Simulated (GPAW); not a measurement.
## free-standing triangular Ir monolayer, spacing 3.069 A: a ladder in the plane-wave cutoff

Two starts of free-standing triangular Ir monolayer, spacing 3.069 A are run at each rung of the plane-wave cutoff. Which rung is enough?

Program: GPAW 26.7.0. Level of theory: PBE; plane waves with GPAW's PAW setups, scalar-relativistic. Results are calculated unless marked as measured.

**1. Starting point**

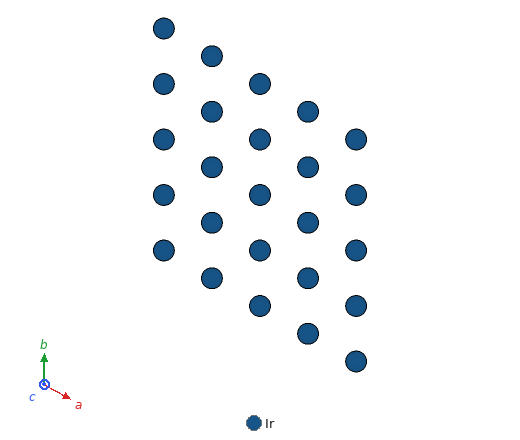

The cell as given, from above (iridium blue). 4×4×1 cells are drawn. Some periodic images of atoms are drawn too.

The cell holds 1 atom: 1 Ir. Its edges and angles: a = 3.069 Å, b = 3.069 Å, c = 14.000 Å, α = 90.0°, β = 90.0°, γ = 120.0°. model lattice. Vacuum lies along c.

As a file:

```
Ir
1.0
     3.06900    0.00000    0.00000
    -1.53450    2.65783    0.00000
     0.00000    0.00000   14.00000
Ir
1
Direct
  0.00000 0.00000 0.50000
```

**2. Rung 1 (250 eV), start ferro +**

The ladder starts at a low cutoff and climbs, to see from where on the results stand still.

Contents of order1.py:

```python
import json
import numpy as np
from ase import Atoms
from ase.parallel import paropen, parprint
from gpaw import GPAW

atoms = Atoms(['Ir'],
    cell=[[3.069, 0.0, 0.0],
         [-1.5345, 2.657832, 0.0],
         [0.0, 0.0, 14.0]],
    scaled_positions=[[0.0, 0.0, 0.5]],
    pbc=True,
    magmoms=[1.0])
atoms.calc = GPAW(mode={'name': 'pw', 'ecut': 250},
    xc='PBE',
    kpts={'size': (10, 10, 1), 'gamma': True},
    occupations={'name': 'fermi-dirac', 'width': 0.05},
    convergence={'density': 1e-05, 'energy': 1e-05},
    maxiter=200,
    symmetry={'tolerance': 1e-4},
    txt='order1.txt')
e = atoms.get_potential_energy(force_consistent=True)
res = {'free_energy': e, 'energy_sigma0': atoms.get_potential_energy(), 'fermi_energy': atoms.calc.get_fermi_level()}
res['moments'] = atoms.get_magnetic_moments().tolist()
res['total'] = atoms.get_magnetic_moment()
parprint('site moments (muB):', np.round(res['moments'], 3))
parprint(f"total moment: {res['total']:.3f} muB")
parprint(f'free energy: {e:.6f} eV')
atoms.calc.write('order1.gpw')
with paropen('results.json', 'w') as f:
    json.dump(res, f)
```

Run with:

```
$ OMP_NUM_THREADS=1 python3 order1.py > order1.log
```

Output:

```text
site moments (muB): [1.416]
total moment: 1.561 muB
free energy: -5.496144 eV

--- order1.txt ---
Input parameters:
  mode=PW(ecut=250),
  convergence={'density': 1e-05, 'energy': 1e-05},
  kpts=MonkhorstPack(size=(10, 10, 1), gamma=True),
  maxiter=200,
  occupations=Occupations(name='fermi-dirac', width=0.05),
  symmetry=Symmetry(tolerance=0.0001),
  xc=XC(name='PBE')

Diagonalizing LCAO Hamiltonian
Converting LCAO to pw mode

       Ir

Atoms  # Å, Bohr magnetons
|   | symbol |        x |        y |        z |    initial magnetic moments |
|---|--------|----------|----------|----------|-----------------------------|
| 0 |     Ir | 0.000000 | 0.000000 | 7.000000 | ( 0.0000,  0.0000,  1.0000) |

Unit cell  # Å
| periodic |         x |        y |         z |   lengths |     angles |
|----------|-----------|----------|-----------|-----------|------------|
|      yes |  3.069000 | 0.000000 |  0.000000 |  3.069000 |  90.000000 |
|      yes | -1.534500 | 2.657832 |  0.000000 |  3.069000 |  90.000000 |
|      yes |  0.000000 | 0.000000 | 14.000000 | 14.000000 | 120.000000 |

Number of symmetries: 24

BZ-sampling:
  Number of BZ points: 100
  Number of IBZ points: 14

  Monkhorst-Pack size: [10, 10, 1]
  Monkhorst-Pack shift: [0.05, 0.05, 0.0]

Plane wave coefficients: 1036
Cutoff: 250.0 eV

Spin-components: 2 (collinear spins)
Bands:           12
Projectors:      6
Spin-degeneracy: 1
Datatype:        complex128

Parallelization:
  kpt:    1
  domain: 1
  band:   1

Density:
  Valence electrons: 15.0
  Components: 2
  Grid points: [12 12 54]
  Charge: 0.0  # |e|

Potential:
  Grid points: [12 12 54]

[... setups left out ...]
Reference energy: -484484.849336  # eV

eigensolver:
  PPCG
  Converge bands: occupied
  niter=2

density mixing:
  MSR1-Mixer
  Pratt-step length: 0.05
  Maximum mixing coefficient: 0.75
  Old densities: 10
  SVD Regularization: 0.005
  Good broyden scale: 1.0
  Trust region scale: 1.0
  Backstep threshold: 4.0
  History deletion threshold: 6.0
  Fourier metric: weight=20.0, sigma=0.015

occupation numbers:
  Fermi-Dirac:
    width: 0.0500  # eV

poisson solver:
  ecut: 2000.0  # eV

xc functional:
  name: PBE with 2 nearest neighbor stencil

convergence criteria:
- Maximum integral of absolute [dens]ity change: 1e-05 electrons / valence electron
- Maximum [total energy] change in last 3 cyles: 1e-05 eV / valence electron
- Maximum integral of absolute [eigenst]ate change: 4e-08 eV^2 / valence electron
maximum number of iterations: 200

SCF iterations
|iter     |      energy | eigst |  dens |  magmom |
|---------|-------------|-------|-------|---------|
|iter:   1|       0s |   -5.367680 | -0.53 |       |  +1.0008|
|iter:   2|       0s |   -5.377715 | -2.28 | -1.18 |  +1.0157|
|iter:   3|       0s |   -5.507044 | -1.95 | -1.20 |  +1.4304|
|iter:   4|       0s |   -5.488634 | -1.88 | -1.52 |  +1.5762|
|iter:   5|       1s |   -5.486593 | -3.23 | -2.05 |  +1.5704|
|iter:   6|       1s |   -5.486793 | -4.19 | -2.53 |  +1.5629|
|iter:   7|       1s |   -5.486815 | -5.31 | -3.14 |  +1.5618|
|iter:   8|       2s |   -5.486814c| -5.80 | -3.44 |  +1.5614|
|iter:   9|       2s |   -5.486813c| -6.75 | -4.07 |  +1.5613|
|iter:  10|       2s |   -5.486813c| -7.40 | -4.57 |  +1.5614|
|iter:  11|       2s |   -5.486813c| -7.92c| -5.41c|  +1.5614|

Converged in 11 steps
Energy contributions relative to reference atoms: (reference = -484484.849336)

Energy contributions:
  Kinetic:         -14.324937
  Coulomb:          11.933675
  Zero:              0.391791
  External:          0.000000
  Xc:               -3.478010
  Entropy:          -0.018662
  Spinorbit:         0.000000
  ----------------------------
  Free energy:      -5.496144
  Extrapolated:     -5.486813

dipole moment: (-5.508953, -9.541787, 0.000004)  # |e|*Ang

Total magnetic moment: (0.000000, 0.000000, 1.561373)

Local magnetic moments
|        x |        y |        z |
|----------|----------|----------|
| 0.000000 | 0.000000 | 1.415538 |  # Ir   0

Fermi level: -3.286
Eigenvalues  # (at kpt = [0.000, 0.000, 0.000])
| band index |      eig [eV] | occ [0-1] |      eig [eV] | occ [0-1] |
|------------|---------------|-----------|---------------|-----------|
|          0 |       -52.064 |     1.000 |       -51.212 |     1.000 |
|          1 |       -52.035 |     1.000 |       -51.212 |     1.000 |
|          2 |       -52.035 |     1.000 |       -50.962 |     1.000 |
|          3 |        -8.553 |     1.000 |        -8.258 |     1.000 |
|          4 |        -5.152 |     1.000 |        -4.407 |     1.000 |
|          5 |        -5.135 |     1.000 |        -4.407 |     1.000 |
|          6 |        -5.135 |     1.000 |        -4.051 |     1.000 |
|          7 |        -3.794 |     1.000 |        -2.585 |     0.000 |
|          8 |        -3.794 |     1.000 |        -2.585 |     0.000 |
|          9 |        -1.417 |     0.000 |        -1.121 |     0.000 |
|         10 |         2.131 |     0.000 |         2.156 |     0.000 |
|         11 |         3.208 |     0.000 |         3.202 |     0.000 |

No gap
No difference between direct/indirect transitions
```

It took 4.5 s on 1 MPI rank of AMD EPYC 9R45, shared host; peak memory 0.15 GiB.

Spin moment in the augmentation sphere by atom:

| atom | spin moment in the augmentation sphere (μB) |
| --- | --- |
| Ir1 | 1.42 |

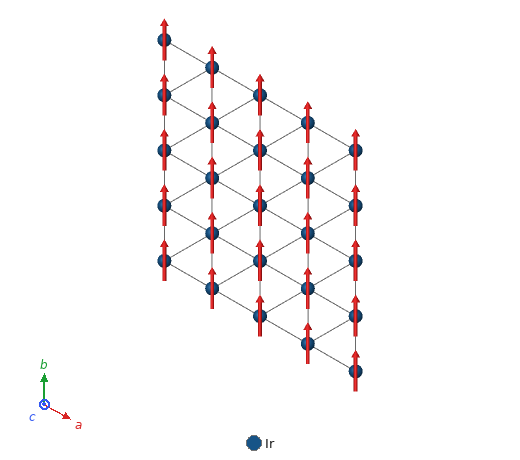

Spin moment in the augmentation sphere as arrows, the longest 1.42 μB. Up and down stand for the sign. Arrows give size and sign along the axis of quantisation, drawn up and down the page. 4×4×1 cells are drawn. Some periodic images of atoms are drawn too.

Read from the output:

- magnetization: 1.561 μB
- final state: ferromagnetic

After 11 cycles the largest moment stands at 1.42 μB.

**3. Rung 1 (250 eV), start antiferro q=(0,1/2,0) +-**

The second start gives the energy difference between the two end states, the quantity that is followed up the ladder. Its q is in fractions of the reciprocal vectors of the first run's cell.

order2.py is the script of step 2 with these lines changed:

```diff
@@ -6,12 +6,13 @@
 
-atoms = Atoms(['Ir'],
+atoms = Atoms(['Ir', 'Ir'],
     cell=[[3.069, 0.0, 0.0],
-         [-1.5345, 2.657832, 0.0],
+         [-3.069, 5.315664, 0.0],
          [0.0, 0.0, 14.0]],
-    scaled_positions=[[0.0, 0.0, 0.5]],
+    scaled_positions=[[0.0, 0.0, 0.5],
+         [0.0, 0.5, 0.5]],
     pbc=True,
-    magmoms=[1.0])
+    magmoms=[1.0, -1.0])
 atoms.calc = GPAW(mode={'name': 'pw', 'ecut': 250},
     xc='PBE',
-    kpts={'size': (10, 10, 1), 'gamma': True},
+    kpts={'size': (10, 5, 1), 'gamma': True},
     occupations={'name': 'fermi-dirac', 'width': 0.05},
@@ -20,3 +21,3 @@
     symmetry={'tolerance': 1e-4},
-    txt='order1.txt')
+    txt='order2.txt')
 e = atoms.get_potential_energy(force_consistent=True)
@@ -28,3 +29,3 @@
 parprint(f'free energy: {e:.6f} eV')
-atoms.calc.write('order1.gpw')
+atoms.calc.write('order2.gpw')
 with paropen('results.json', 'w') as f:
```

Run with:

```
$ OMP_NUM_THREADS=1 python3 order2.py > order2.log
```

Output:

```text
site moments (muB): [ 0.983 -0.983]
total moment: -0.000 muB
free energy: -10.711129 eV

--- order2.txt ---
Input parameters:
  mode=PW(ecut=250),
  convergence={'density': 1e-05, 'energy': 1e-05},
  kpts=MonkhorstPack(size=(10, 5, 1), gamma=True),
  maxiter=200,
  occupations=Occupations(name='fermi-dirac', width=0.05),
  symmetry=Symmetry(tolerance=0.0001),
  xc=XC(name='PBE')

Diagonalizing LCAO Hamiltonian
Converting LCAO to pw mode

         Ir
           Ir

Atoms  # Å, Bohr magnetons
|   | symbol |         x |        y |        z |    initial magnetic moments |
|---|--------|-----------|----------|----------|-----------------------------|
| 0 |     Ir |  0.000000 | 0.000000 | 7.000000 | ( 0.0000,  0.0000,  1.0000) |
| 1 |     Ir | -1.534500 | 2.657832 | 7.000000 | ( 0.0000,  0.0000, -1.0000) |

Number of symmetries: 4

BZ-sampling:
  Number of BZ points: 50
  Number of IBZ points: 26

  Monkhorst-Pack size: [10, 5, 1]
  Monkhorst-Pack shift: [0.05, 0.0, 0.0]

Plane wave coefficients: 2068
Cutoff: 250.0 eV

Spin-components: 2 (collinear spins)
Bands:           22
Projectors:      12
Spin-degeneracy: 1
Datatype:        complex128

Parallelization:
  kpt:    1
  domain: 1
  band:   1

Density:
  Valence electrons: 30.0
  Components: 2
  Grid points: [12 24 54]
  Charge: 0.0  # |e|

Potential:
  Grid points: [12 24 54]

[... setups left out ...]
Reference energy: -968969.698671  # eV

convergence criteria:
- Maximum integral of absolute [dens]ity change: 1e-05 electrons / valence electron
- Maximum [total energy] change in last 3 cyles: 1e-05 eV / valence electron
[...]
|iter:  13|      19s |  -10.666336c| -6.76 | -4.18 |  +0.0000|
|iter:  14|      20s |  -10.666333c| -7.56c| -4.43 |  -0.0000|
|iter:  15|      21s |  -10.666334c| -7.72c| -4.74 |  +0.0000|
|iter:  16|      22s |  -10.666335c| -7.99c| -5.21c|  -0.0000|

Converged in 16 steps
Energy contributions relative to reference atoms: (reference = -968969.698671)

Energy contributions:
  Kinetic:         -29.221545
  Coulomb:          24.553520
  Zero:              0.784721
  External:          0.000000
  Xc:               -6.738238
  Entropy:          -0.089587
  Spinorbit:         0.000000
  ----------------------------
  Free energy:     -10.711129
  Extrapolated:    -10.666335

dipole moment: (-11.012975, -19.075032, 0.000008)  # |e|*Ang

Total magnetic moment: (0.000000, 0.000000, -0.000006)

Local magnetic moments
|        x |        y |         z |
|----------|----------|-----------|
| 0.000000 | 0.000000 |  0.983419 |  # Ir   0
| 0.000000 | 0.000000 | -0.983425 |  # Ir   1

Fermi level: -3.353
Eigenvalues  # (at kpt = [0.000, 0.000, 0.000])
| band index |      eig [eV] | occ [0-1] |      eig [eV] | occ [0-1] |
|------------|---------------|-----------|---------------|-----------|
|          0 |       -51.940 |     1.000 |       -51.940 |     1.000 |
|        ... |               |           |               |           |
|          6 |        -8.390 |     1.000 |        -8.390 |     1.000 |
|          7 |        -6.736 |     1.000 |        -6.736 |     1.000 |
|          8 |        -5.282 |     1.000 |        -5.282 |     1.000 |
|          9 |        -4.800 |     1.000 |        -4.800 |     1.000 |
[...]
|         18 |        -0.990 |     0.000 |        -0.990 |     0.000 |
|         19 |         1.175 |     0.000 |         1.175 |     0.000 |
|         20 |         2.143 |     0.000 |         2.143 |     0.000 |
|         21 |         3.200 |     0.000 |         3.200 |     0.000 |

No gap
No difference between direct/indirect transitions
```

It took 26 s on 1 MPI rank; peak memory 0.21 GiB.

Spin moment in the augmentation sphere by atom:

| atom | spin moment in the augmentation sphere (μB) |
| --- | --- |
| Ir1 | 0.983 |
| Ir2 | -0.983 |

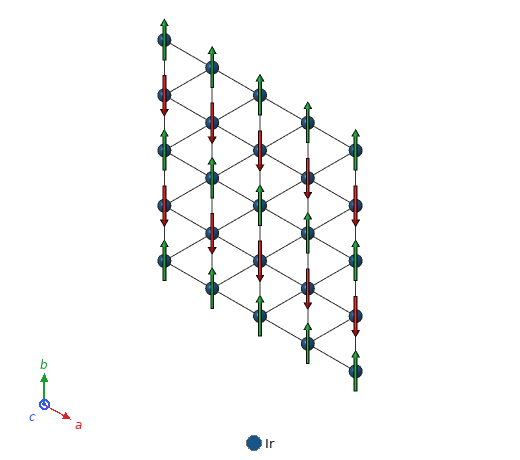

Spin moment in the augmentation sphere as arrows, the longest 0.983 μB. Up and down stand for the sign. Arrows give size and sign along the axis of quantisation, drawn up and down the page. The two directions have two colours. 4×2×1 cells are drawn. Some periodic images of atoms are drawn too.

Read from the output:

```yaml
magnetization: 0 μB
final_state: antiferromagnetic
```

This start lies +140.6 meV a seeded atom from the first; its largest moment is 0.983 μB.

**4. Rung 2 (325 eV), start ferro +**

order1.py is the script of step 2 with these lines changed:

```diff
@@ -13,3 +13,3 @@
     magmoms=[1.0])
-atoms.calc = GPAW(mode={'name': 'pw', 'ecut': 250},
+atoms.calc = GPAW(mode={'name': 'pw', 'ecut': 325},
     xc='PBE',
```

Run with:

```
$ OMP_NUM_THREADS=1 python3 order1.py > order1.log
```

Output:

```text
site moments (muB): [1.426]
total moment: 1.561 muB
free energy: -5.814399 eV

--- order1.txt ---
Input parameters:
  mode=PW(ecut=325),
  convergence={'density': 1e-05, 'energy': 1e-05},
  kpts=MonkhorstPack(size=(10, 10, 1), gamma=True),
  maxiter=200,
  occupations=Occupations(name='fermi-dirac', width=0.05),
  symmetry=Symmetry(tolerance=0.0001),
  xc=XC(name='PBE')

Diagonalizing LCAO Hamiltonian
[...]
|          3 |        -8.512 |     1.000 |        -8.218 |     1.000 |
|          4 |        -5.151 |     1.000 |        -4.406 |     1.000 |
[...]
|          8 |        -3.800 |     1.000 |        -2.588 |     0.000 |
|          9 |        -1.404 |     0.000 |        -1.112 |     0.000 |
|         10 |         2.127 |     0.000 |         2.151 |     0.000 |
|         11 |         3.197 |     0.000 |         3.190 |     0.000 |

No gap
No difference between direct/indirect transitions


[key lines of the parts left out:]
Free energy:      -5.814399
Converged in 11 steps
dipole moment: (-5.506188, -9.536997, 0.000004)  # |e|*Ang
Fermi level: -3.278
```

Run time: 5.8 s. Hardware: 1 MPI rank; peak memory 0.16 GiB.

Read from the output:

```yaml
magnetization: 1.561 μB
final_state: ferromagnetic
largest_moment: 1.426 μB
```

The largest moment moves by +0.01 μB from rung 1, at 1.3 times its CPU time.

**5. Rung 2 (325 eV), start antiferro q=(0,1/2,0) +-**

order2.py is the script of step 3 with these lines changed:

```diff
@@ -14,3 +14,3 @@
     magmoms=[1.0, -1.0])
-atoms.calc = GPAW(mode={'name': 'pw', 'ecut': 250},
+atoms.calc = GPAW(mode={'name': 'pw', 'ecut': 325},
     xc='PBE',
```

Run with:

```
$ OMP_NUM_THREADS=1 python3 order2.py > order2.log
```

Output:

```text
site moments (muB): [ 0.994 -0.994]
total moment: 0.000 muB
free energy: -11.348509 eV

--- order2.txt ---
Input parameters:
  mode=PW(ecut=325),
  convergence={'density': 1e-05, 'energy': 1e-05},
  kpts=MonkhorstPack(size=(10, 5, 1), gamma=True),
  maxiter=200,
  occupations=Occupations(name='fermi-dirac', width=0.05),
  symmetry=Symmetry(tolerance=0.0001),
  xc=XC(name='PBE')

Diagonalizing LCAO Hamiltonian
[...]
|          8 |        -5.263 |     1.000 |        -5.263 |     1.000 |
|          9 |        -4.798 |     1.000 |        -4.798 |     1.000 |
[...]
|         18 |        -0.951 |     0.000 |        -0.951 |     0.000 |
|         19 |         1.213 |     0.000 |         1.213 |     0.000 |
|         20 |         2.136 |     0.000 |         2.136 |     0.000 |
|         21 |         3.187 |     0.000 |         3.187 |     0.000 |

No gap
No difference between direct/indirect transitions


[key lines of the parts left out:]
Free energy:     -11.348509
Converged in 18 steps
dipole moment: (-11.006958, -19.064606, 0.000008)  # |e|*Ang
Fermi level: -3.336
```

Run time: 41 s. Hardware: 1 MPI rank; peak memory 0.25 GiB.

This step gave:

| Property | Result |
| --- | --- |
| magnetization | 0 μB |
| final state | antiferromagnetic |
| largest moment | 0.9943 μB |

This start lies +140.1 meV a seeded atom from the first, a change of -0.4 meV since rung 1; its largest moment is 0.994 μB.

**6. Rung 3 (400 eV), start ferro +**

order1.py is the script of step 4 with these lines changed:

```diff
@@ -13,3 +13,3 @@
     magmoms=[1.0])
-atoms.calc = GPAW(mode={'name': 'pw', 'ecut': 325},
+atoms.calc = GPAW(mode={'name': 'pw', 'ecut': 400},
     xc='PBE',
```

Run with:

```
$ OMP_NUM_THREADS=1 python3 order1.py > order1.log
```

Output:

```text
site moments (muB): [1.429]
total moment: 1.561 muB
free energy: -5.913936 eV

--- order1.txt ---
Input parameters:
  mode=PW(ecut=400),
  convergence={'density': 1e-05, 'energy': 1e-05},
  kpts=MonkhorstPack(size=(10, 10, 1), gamma=True),
  maxiter=200,
  occupations=Occupations(name='fermi-dirac', width=0.05),
  symmetry=Symmetry(tolerance=0.0001),
  xc=XC(name='PBE')

Diagonalizing LCAO Hamiltonian
[...]
|          3 |        -8.506 |     1.000 |        -8.213 |     1.000 |
|          4 |        -5.149 |     1.000 |        -4.402 |     1.000 |
[...]
|          8 |        -3.800 |     1.000 |        -2.587 |     0.000 |
|          9 |        -1.403 |     0.000 |        -1.112 |     0.000 |
|         10 |         2.141 |     0.000 |         2.157 |     0.000 |
|         11 |         3.208 |     0.000 |         3.193 |     0.000 |

No gap
No difference between direct/indirect transitions


[key lines of the parts left out:]
Free energy:      -5.913936
Converged in 11 steps
dipole moment: (-5.504703, -9.534426, 0.000004)  # |e|*Ang
Fermi level: -3.278
```

It took 6.4 s on 1 MPI rank; peak memory 0.18 GiB.

This step gave:

```
magnetization  : 1.561 μB
final state    : ferromagnetic
largest moment : 1.429 μB
```

The largest moment is that of rung 2, at 1.1 times its CPU time.

**7. Rung 3 (400 eV), start antiferro q=(0,1/2,0) +-**

order2.py is the script of step 5 with these lines changed:

```diff
@@ -14,3 +14,3 @@
     magmoms=[1.0, -1.0])
-atoms.calc = GPAW(mode={'name': 'pw', 'ecut': 325},
+atoms.calc = GPAW(mode={'name': 'pw', 'ecut': 400},
     xc='PBE',
```

Run with:

```
$ OMP_NUM_THREADS=1 python3 order2.py > order2.log
```

Output:

```text
site moments (muB): [ 0.998 -0.998]
total moment: 0.000 muB
free energy: -11.547118 eV

--- order2.txt ---
Input parameters:
  mode=PW(ecut=400),
  convergence={'density': 1e-05, 'energy': 1e-05},
  kpts=MonkhorstPack(size=(10, 5, 1), gamma=True),
  maxiter=200,
  occupations=Occupations(name='fermi-dirac', width=0.05),
  symmetry=Symmetry(tolerance=0.0001),
  xc=XC(name='PBE')

Diagonalizing LCAO Hamiltonian
[...]
|          8 |        -5.260 |     1.000 |        -5.260 |     1.000 |
|          9 |        -4.797 |     1.000 |        -4.797 |     1.000 |
[...]
|         18 |        -0.948 |     0.000 |        -0.948 |     0.000 |
|         19 |         1.218 |     0.000 |         1.218 |     0.000 |
|         20 |         2.146 |     0.000 |         2.146 |     0.000 |
|         21 |         3.193 |     0.000 |         3.193 |     0.000 |

No gap
No difference between direct/indirect transitions


[key lines of the parts left out:]
Free energy:     -11.547118
Converged in 16 steps
dipole moment: (-11.004042, -19.059555, 0.000008)  # |e|*Ang
Fermi level: -3.335
```

It took 48 s on 1 MPI rank; peak memory 0.3 GiB.

This step gave:

* magnetization: 0 μB
* final state: antiferromagnetic
* largest moment: 0.9975 μB

This start lies +140.4 meV a seeded atom from the first, a change of +0.2 meV since rung 2; its largest moment is 0.998 μB.

**8. Rung 4 (500 eV), start ferro +**

order1.py is the script of step 6 with these lines changed:

```diff
@@ -13,3 +13,3 @@
     magmoms=[1.0])
-atoms.calc = GPAW(mode={'name': 'pw', 'ecut': 400},
+atoms.calc = GPAW(mode={'name': 'pw', 'ecut': 500},
     xc='PBE',
```

Run with:

```
$ OMP_NUM_THREADS=1 python3 order1.py > order1.log
```

Output:

```text
site moments (muB): [1.429]
total moment: 1.561 muB
free energy: -5.946451 eV

--- order1.txt ---
Input parameters:
  mode=PW(ecut=500),
  convergence={'density': 1e-05, 'energy': 1e-05},
  kpts=MonkhorstPack(size=(10, 10, 1), gamma=True),
  maxiter=200,
  occupations=Occupations(name='fermi-dirac', width=0.05),
  symmetry=Symmetry(tolerance=0.0001),
  xc=XC(name='PBE')

Diagonalizing LCAO Hamiltonian
[...]
|          3 |        -8.507 |     1.000 |        -8.215 |     1.000 |
|          4 |        -5.149 |     1.000 |        -4.402 |     1.000 |
[...]
|          8 |        -3.800 |     1.000 |        -2.587 |     0.000 |
|          9 |        -1.405 |     0.000 |        -1.113 |     0.000 |
|         10 |         2.144 |     0.000 |         2.158 |     0.000 |
|         11 |         3.206 |     0.000 |         3.190 |     0.000 |

No gap
No difference between direct/indirect transitions


[key lines of the parts left out:]
Free energy:      -5.946451
Converged in 11 steps
dipole moment: (-5.505767, -9.536268, 0.000004)  # |e|*Ang
Fermi level: -3.278
```

Wall time 7.7 s (1 MPI rank); peak memory 0.19 GiB.

This step gave:

```yaml
magnetization: 1.561 μB
final_state: ferromagnetic
largest_moment: 1.429 μB
```

The largest moment is that of rung 3, at 1.2 times its CPU time.

(Part 1 of 2 ends here.)

[Logs and program files are shortened in this print: banners, set-up blocks, solver, clock and traceback lines can be left out without a mark of their own.]

[Logs are printed without paths, hosts, clocks, repeated set-up lines and the standing remarks that a program may print on its own settings, such as how far it seeks lower states.]

[Hosts, paths, dates, database ids (printed as entryN), source tags and the programs' standing remarks are cut or masked in the printed files.]

[Where a cell is said to come from a database of computed structures, the database is the Materials Project.]
